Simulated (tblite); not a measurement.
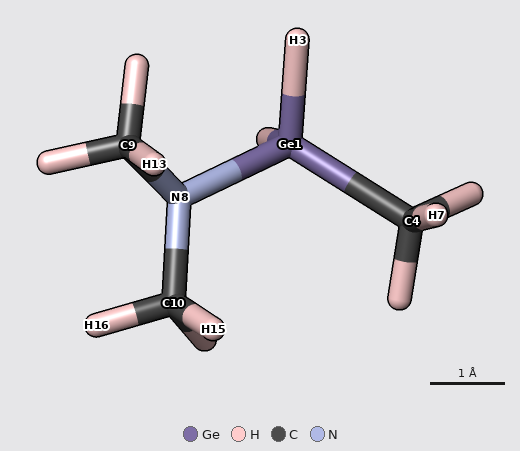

**Figure 1.** The starting structure (stick view, seen at a tilt; atoms are numbered from 1 in the order of the input). Sticks mark near contacts.

**Saddle-point search, with input and output: C3H11GeN**

The run: saddle-point search of C3H11GeN (GeH2Me(NMe2)), SMILES [H][Ge]([H])([CH3])[N](C)C. Method and program: GFN2-xTB saddle search (eigenvector following) and harmonic vibrations, gas phase (tblite 0.8.0).

## Input file
```
{"job": {"xc": "GFN2-xTB", "basis": "xTB", "kind": "saddle"}, "charge": 0, "multiplicity": 1}
Ge     0.977230     0.805874     0.384814
H      1.583256     0.771179     1.770328
H      2.100737     0.918674    -0.613081
C     -0.304415     2.308643     0.258696
H      0.150432     3.229631     0.610845
H     -1.183018     2.106821     0.867012
H     -0.627277     2.462548    -0.767832
N      0.226725    -0.850565     0.120120
C      0.615380    -1.664961    -1.009618
C     -1.155047    -1.058407     0.489899
H      0.546379    -2.723668    -0.737888
H      1.647815    -1.441876    -1.272190
H     -0.016545    -1.499344    -1.891206
H     -1.365576    -0.532811     1.420769
H     -1.858223    -0.706968    -0.279528
H     -1.337851    -2.124769     0.648861
```

The first line tells a small driver script what to run in tblite; the rest is the geometry in Å.

Command:
```bash
OMP_NUM_THREADS=1 python <driver script> task.json out
```

## The program's output
```
step      E/eV     max force
  0    -458.83400   0.0421
  1    -458.83610   0.1133
  2    -458.83652   0.0394
  3    -458.83744   0.0712
  4    -458.83750   0.0420
  5    -458.83570   0.1596
  6    -458.83774   0.0335
  7    -458.83793   0.0510
  8    -458.83848   0.0520
  9    -458.83944   0.0709
 10    -458.84116   0.0768
 11    -458.84311   0.0188
 12    -458.84585   0.0218
 13    -458.84815   0.0406
 14    -458.85004   0.0395
 15    -458.85175   0.0458
 16    -458.85269   0.0663
 17    -458.85286   0.0153
 18    -458.85292   0.0449
 19    -458.85300   0.0033
lowest wavenumbers (cm-1): -127.1 60.8 119.9 138.6 200.6 237.3
```

## Trajectory as extended XYZ (Å, eV, eV/Å), 12 frames, from step=0 to step=19
```
16
Properties=species:S:1:pos:R:3:forces:R:3 step=0 energy=-458.83400
Ge    0.9772    0.8059    0.3848   -0.0030   0.0060   0.0030
H     1.5833    0.7712    1.7703   -0.0380   0.0000   0.0070
H     2.1007    0.9187   -0.6131    0.0200  -0.0020   0.0370
C    -0.3044    2.3086    0.2587    0.0070   0.0000  -0.0140
H     0.1504    3.2296    0.6108    0.0010  -0.0070   0.0110
H    -1.1830    2.1068    0.8670    0.0100   0.0170  -0.0030
H    -0.6273    2.4625   -0.7678   -0.0110  -0.0240  -0.0060
N     0.2267   -0.8506    0.1201    0.0140   0.0200  -0.0170
C     0.6154   -1.6650   -1.0096   -0.0110  -0.0090  -0.0070
C    -1.1550   -1.0584    0.4899   -0.0050   0.0020   0.0020
H     0.5464   -2.7237   -0.7379    0.0020   0.0190  -0.0180
H     1.6478   -1.4419   -1.2722    0.0000  -0.0120  -0.0110
H    -0.0165   -1.4993   -1.8912   -0.0190  -0.0060  -0.0150
H    -1.3656   -0.5328    1.4208    0.0170   0.0120  -0.0050
H    -1.8582   -0.7070   -0.2795    0.0060  -0.0220   0.0160
H    -1.3379   -2.1248    0.6489    0.0100   0.0040   0.0210
16
Properties=species:S:1:pos:R:3:forces:R:3 step=1 energy=-458.83610
Ge    0.9776    0.8071    0.3838   -0.0040   0.0010   0.0060
H     1.5751    0.7592    1.7732   -0.0260   0.0000   0.0080
H     2.1082    0.9273   -0.6048    0.0140  -0.0040   0.0260
C    -0.3045    2.3098    0.2790   -0.0540   0.0410  -0.0160
H     0.1773    3.2422    0.5666   -0.0440  -0.0640  -0.0210
H    -1.1435    2.1365    0.9540    0.0810   0.0350  -0.0710
H    -0.6960    2.4237   -0.7318    0.0290  -0.0140   0.0880
N     0.2202   -0.8392    0.0981    0.0040   0.0060  -0.0180
C     0.6208   -1.6719   -1.0136   -0.0100  -0.0020  -0.0030
C    -1.1603   -1.0510    0.4685   -0.0260  -0.0060   0.0160
H     0.5518   -2.7263   -0.7254    0.0020   0.0160  -0.0140
H     1.6552   -1.4520   -1.2715   -0.0030  -0.0020  -0.0110
H    -0.0047   -1.5231   -1.9032   -0.0120  -0.0020  -0.0030
H    -1.3863   -0.4800    1.3699    0.0150  -0.0230  -0.0390
H    -1.8621   -0.7503   -0.3248    0.0260  -0.0290   0.0470
H    -1.3286   -2.1120    0.6820    0.0090   0.0460   0.0050
16
Properties=species:S:1:pos:R:3:forces:R:3 step=3 energy=-458.83744
Ge    0.9776    0.8095    0.3784   -0.0020   0.0010   0.0080
H     1.5680    0.7555    1.7709   -0.0220   0.0000   0.0100
H     2.1131    0.9281   -0.6043    0.0110  -0.0040   0.0230
C    -0.3018    2.3152    0.2794    0.0070  -0.0080  -0.0100
H     0.1644    3.2348    0.6193    0.0100   0.0080  -0.0020
H    -1.1625    2.1180    0.9138   -0.0020   0.0080   0.0010
H    -0.6556    2.4668   -0.7367   -0.0030  -0.0110  -0.0150
N     0.2167   -0.8314    0.0845   -0.0060  -0.0040  -0.0190
C     0.6160   -1.6756   -1.0185   -0.0100  -0.0010  -0.0040
C    -1.1577   -1.0512    0.4717   -0.0300  -0.0130   0.0170
H     0.5590   -2.7270   -0.7159    0.0020   0.0200  -0.0150
H     1.6460   -1.4501   -1.2883   -0.0050   0.0010  -0.0120
H    -0.0189   -1.5449   -1.9048   -0.0060   0.0010   0.0060
H    -1.3827   -0.4606    1.3608    0.0100  -0.0320  -0.0420
H    -1.8691   -0.7781   -0.3234    0.0340  -0.0280   0.0560
H    -1.3124   -2.1090    0.7130    0.0110   0.0610  -0.0020
16
Properties=species:S:1:pos:R:3:forces:R:3 step=5 energy=-458.83570
Ge    0.9748    0.8110    0.3770   -0.0060  -0.0030   0.0110
H     1.5730    0.7333    1.7669   -0.0120  -0.0010   0.0100
H     2.1085    0.9344   -0.6068    0.0090  -0.0040   0.0120
C    -0.2939    2.3262    0.3141   -0.0340   0.0290  -0.0020
H     0.2076    3.2535    0.5820   -0.0320  -0.0480  -0.0240
H    -1.1089    2.1671    1.0198    0.0550   0.0200  -0.0530
H    -0.7215    2.4400   -0.6806    0.0240  -0.0020   0.0510
N     0.1930   -0.8061    0.0438   -0.0220  -0.0080  -0.0240
C     0.6240   -1.6844   -1.0189   -0.0060   0.0090   0.0030
C    -1.1750   -1.0486    0.4370   -0.0760  -0.0180   0.0340
H     0.5970   -2.7247   -0.6766    0.0000   0.0090  -0.0060
H     1.6478   -1.4404   -1.2962   -0.0040   0.0080  -0.0090
H    -0.0123   -1.6069   -1.9103   -0.0040   0.0030   0.0050
H    -1.4345   -0.3945    1.2734    0.0180  -0.0970  -0.1010
H    -1.8860   -0.8684   -0.3880    0.0890  -0.0340   0.1280
H    -1.2934   -2.0915    0.7635    0.0010   0.1370  -0.0350
16
Properties=species:S:1:pos:R:3:forces:R:3 step=6 energy=-458.83774
Ge    0.9762    0.8111    0.3768   -0.0020  -0.0020   0.0080
H     1.5646    0.7407    1.7707   -0.0140  -0.0010   0.0100
H     2.1152    0.9320   -0.6013    0.0070  -0.0050   0.0150
C    -0.2965    2.3225    0.2998   -0.0090   0.0030  -0.0070
H     0.1887    3.2450    0.6056   -0.0020  -0.0050  -0.0130
H    -1.1336    2.1436    0.9715    0.0150   0.0110  -0.0160
H    -0.6894    2.4575   -0.7050    0.0080  -0.0050   0.0080
N     0.2009   -0.8122    0.0533   -0.0050  -0.0090  -0.0180
C     0.6197   -1.6824   -1.0210   -0.0100   0.0010  -0.0030
C    -1.1672   -1.0481    0.4511   -0.0100  -0.0080   0.0080
H     0.5880   -2.7258   -0.6871    0.0010   0.0210  -0.0130
H     1.6436   -1.4419   -1.3010   -0.0080   0.0050  -0.0100
H    -0.0206   -1.5936   -1.9089    0.0020   0.0040   0.0140
H    -1.4104   -0.4199    1.3074    0.0050  -0.0160  -0.0110
H    -1.8815   -0.8335   -0.3572    0.0150  -0.0130   0.0270
H    -1.2976   -2.0949    0.7454    0.0070   0.0200   0.0010
16
Properties=species:S:1:pos:R:3:forces:R:3 step=8 energy=-458.83848
Ge    0.9721    0.8108    0.3811   -0.0010  -0.0050   0.0100
H     1.5574    0.7195    1.7774   -0.0100  -0.0010   0.0070
H     2.1155    0.9278   -0.5920    0.0050  -0.0030   0.0110
C    -0.2845    2.3352    0.3198   -0.0120   0.0100   0.0000
H     0.2219    3.2577    0.5906   -0.0100  -0.0180  -0.0130
H    -1.1011    2.1814    1.0226    0.0210   0.0100  -0.0230
H    -0.7089    2.4546   -0.6743    0.0100  -0.0020   0.0130
N     0.1743   -0.7852    0.0117   -0.0190  -0.0210  -0.0290
C     0.6216   -1.6839   -1.0260   -0.0070  -0.0060  -0.0040
C    -1.1810   -1.0524    0.4306   -0.0130  -0.0120   0.0070
H     0.6358   -2.7154   -0.6524   -0.0010   0.0420  -0.0200
H     1.6323   -1.4128   -1.3271   -0.0210  -0.0030  -0.0080
H    -0.0312   -1.6551   -1.9095    0.0190   0.0040   0.0330
H    -1.4483   -0.3840    1.2485    0.0030  -0.0230  -0.0170
H    -1.9029   -0.9129   -0.3879    0.0310  -0.0120   0.0400
H    -1.2729   -2.0852    0.7868    0.0070   0.0410  -0.0080
16
Properties=species:S:1:pos:R:3:forces:R:3 step=10 energy=-458.84116
Ge    0.9686    0.8074    0.3949    0.0010  -0.0130   0.0110
H     1.5372    0.6923    1.7991   -0.0060  -0.0010   0.0020
H     2.1244    0.9180   -0.5635    0.0020  -0.0020   0.0080
C    -0.2711    2.3440    0.3351   -0.0200   0.0270   0.0040
H     0.2565    3.2708    0.5486   -0.0250  -0.0420  -0.0110
H    -1.0597    2.2282    1.0771    0.0330   0.0120  -0.0410
H    -0.7352    2.4301   -0.6453    0.0190   0.0030   0.0340
N     0.1410   -0.7492   -0.0435   -0.0320  -0.0310  -0.0430
C     0.6217   -1.6796   -1.0364   -0.0070  -0.0170  -0.0040
C    -1.1938   -1.0557    0.4120    0.0150  -0.0090  -0.0100
H     0.6862   -2.6940   -0.6188   -0.0040   0.0710  -0.0290
H     1.6160   -1.3767   -1.3625   -0.0350  -0.0140  -0.0040
H    -0.0417   -1.7178   -1.9123    0.0400   0.0040   0.0590
H    -1.4801   -0.3606    1.1987   -0.0060   0.0090   0.0130
H    -1.9284   -0.9849   -0.4017    0.0130  -0.0100   0.0090
H    -1.2416   -2.0726    0.8187    0.0140   0.0140   0.0010
16
Properties=species:S:1:pos:R:3:forces:R:3 step=12 energy=-458.84585
Ge    0.9627    0.8002    0.4226    0.0020   0.0010   0.0030
H     1.4632    0.6842    1.8525   -0.0100  -0.0010  -0.0080
H     2.1570    0.8924   -0.4889   -0.0050  -0.0020   0.0110
C    -0.2597    2.3490    0.3010   -0.0100  -0.0030  -0.0020
H     0.2672    3.2731    0.5193    0.0010   0.0010   0.0020
H    -1.0734    2.2497    1.0166    0.0120   0.0030  -0.0180
H    -0.6901    2.4261   -0.6945    0.0130   0.0000   0.0090
N     0.1392   -0.7486   -0.0446   -0.0170   0.0040   0.0100
C     0.6042   -1.6547   -1.0650    0.0010   0.0020  -0.0020
C    -1.1776   -1.0776    0.4445    0.0110  -0.0060  -0.0100
H     0.6812   -2.6750   -0.6709    0.0030   0.0010  -0.0030
H     1.5892   -1.3415   -1.4065   -0.0090   0.0050  -0.0010
H    -0.0758   -1.6774   -1.9258   -0.0040  -0.0020  -0.0030
H    -1.4543   -0.3895    1.2417    0.0020   0.0020   0.0040
H    -1.9332   -1.0139   -0.3500    0.0040  -0.0070   0.0080
H    -1.1997   -2.0964    0.8480    0.0070   0.0030   0.0000
16
Properties=species:S:1:pos:R:3:forces:R:3 step=13 energy=-458.84815
Ge    0.9572    0.7974    0.4340    0.0000   0.0000   0.0020
H     1.4280    0.6742    1.8732   -0.0070   0.0000  -0.0060
H     2.1672    0.8800   -0.4565   -0.0030  -0.0010   0.0070
C    -0.2488    2.3569    0.2899   -0.0150   0.0020  -0.0040
H     0.2802    3.2760    0.5252   -0.0060  -0.0060   0.0010
H    -1.0814    2.2614    0.9841    0.0180   0.0050  -0.0220
H    -0.6533    2.4413   -0.7162    0.0160  -0.0010   0.0200
N     0.1270   -0.7385   -0.0590   -0.0380  -0.0030   0.0140
C     0.5949   -1.6436   -1.0784    0.0090  -0.0040  -0.0090
C    -1.1740   -1.0909    0.4559    0.0110  -0.0120  -0.0130
H     0.6962   -2.6609   -0.6804    0.0020   0.0120  -0.0070
H     1.5691   -1.3137   -1.4361   -0.0200  -0.0030   0.0020
H    -0.0974   -1.6829   -1.9290    0.0050  -0.0030   0.0050
H    -1.4534   -0.3975    1.2478    0.0000  -0.0020   0.0000
H    -1.9428   -1.0539   -0.3282    0.0200  -0.0070   0.0210
H    -1.1687   -2.1052    0.8738    0.0070   0.0240  -0.0100
16
Properties=species:S:1:pos:R:3:forces:R:3 step=15 energy=-458.85175
Ge    0.9423    0.7910    0.4591    0.0030   0.0070   0.0020
H     1.3387    0.6573    1.9200   -0.0060   0.0020  -0.0180
H     2.1905    0.8504   -0.3790   -0.0100   0.0010   0.0090
C    -0.2235    2.3753    0.2560   -0.0260   0.0010  -0.0050
H     0.3037    3.2818    0.5403   -0.0120  -0.0120  -0.0020
H    -1.1044    2.2850    0.8896    0.0330   0.0070  -0.0310
H    -0.5564    2.4802   -0.7748    0.0200  -0.0050   0.0400
N     0.1032   -0.7242   -0.0773   -0.0250  -0.0120   0.0090
C     0.5711   -1.6158   -1.1088   -0.0020   0.0000   0.0050
C    -1.1612   -1.1252    0.4899    0.0120  -0.0100  -0.0140
H     0.7205   -2.6294   -0.7159   -0.0010   0.0100  -0.0060
H     1.5204   -1.2522   -1.4986   -0.0100   0.0000   0.0040
H    -0.1465   -1.6785   -1.9363    0.0020  -0.0010   0.0050
H    -1.4415   -0.4334    1.2833    0.0040  -0.0010  -0.0020
H    -1.9573   -1.1290   -0.2663    0.0160  -0.0040   0.0130
H    -1.0995   -2.1332    0.9190    0.0020   0.0180  -0.0100
16
Properties=species:S:1:pos:R:3:forces:R:3 step=17 energy=-458.85286
Ge    0.9318    0.7875    0.4726    0.0000   0.0010   0.0000
H     1.2885    0.6466    1.9414    0.0000   0.0010  -0.0040
H     2.1987    0.8344   -0.3364   -0.0020   0.0010   0.0010
C    -0.2051    2.3869    0.2365    0.0030  -0.0120   0.0030
H     0.3120    3.2827    0.5664    0.0080   0.0110   0.0070
H    -1.1211    2.2947    0.8148   -0.0100  -0.0030   0.0040
H    -0.4761    2.5128   -0.8082    0.0010   0.0000  -0.0120
N     0.0829   -0.7128   -0.0899   -0.0090  -0.0030   0.0040
C     0.5538   -1.5979   -1.1251    0.0020  -0.0010  -0.0010
C    -1.1537   -1.1477    0.5106    0.0030  -0.0030  -0.0040
H     0.7382   -2.6059   -0.7329   -0.0010   0.0040  -0.0020
H     1.4842   -1.2103   -1.5366   -0.0040  -0.0020   0.0020
H    -0.1794   -1.6821   -1.9365    0.0020  -0.0010   0.0020
H    -1.4378   -0.4559    1.3026    0.0010   0.0000   0.0000
H    -1.9648   -1.1841   -0.2276    0.0060   0.0000   0.0040
H    -1.0519   -2.1487    0.9482    0.0000   0.0080  -0.0040
16
Properties=species:S:1:pos:R:3:forces:R:3 step=19 energy=-458.85300
Ge    0.9300    0.7872    0.4738    0.0010   0.0000   0.0000
H     1.2780    0.6457    1.9443    0.0010   0.0000  -0.0020
H     2.2008    0.8309   -0.3289   -0.0010   0.0000   0.0000
C    -0.2010    2.3894    0.2303   -0.0010   0.0010   0.0030
H     0.3057    3.2809    0.5886   -0.0020  -0.0020  -0.0010
H    -1.1332    2.2870    0.7808    0.0000   0.0010  -0.0020
H    -0.4425    2.5309   -0.8201    0.0010   0.0000   0.0010
N     0.0792   -0.7112   -0.0911    0.0030   0.0010  -0.0010
C     0.5483   -1.5942   -1.1288    0.0000   0.0000   0.0000
C    -1.1505   -1.1526    0.5181    0.0000   0.0010   0.0010
H     0.7402   -2.6012   -0.7379    0.0000   0.0000   0.0000
H     1.4739   -1.2020   -1.5462   -0.0010   0.0000   0.0010
H    -0.1895   -1.6822   -1.9356    0.0000   0.0000   0.0000
H    -1.4332   -0.4621    1.3118    0.0010   0.0010   0.0000
H    -1.9661   -1.1938   -0.2145   -0.0020   0.0000  -0.0010
H    -1.0402   -2.1526    0.9553    0.0000  -0.0020   0.0010
```

## Summary

- outcome: converged
- total energy: −458.8530 eV
- point group: C1
- hardware: 1 CPU thread, shared host
- wall time: 5.2 s
- peak memory: 0.19 GiB
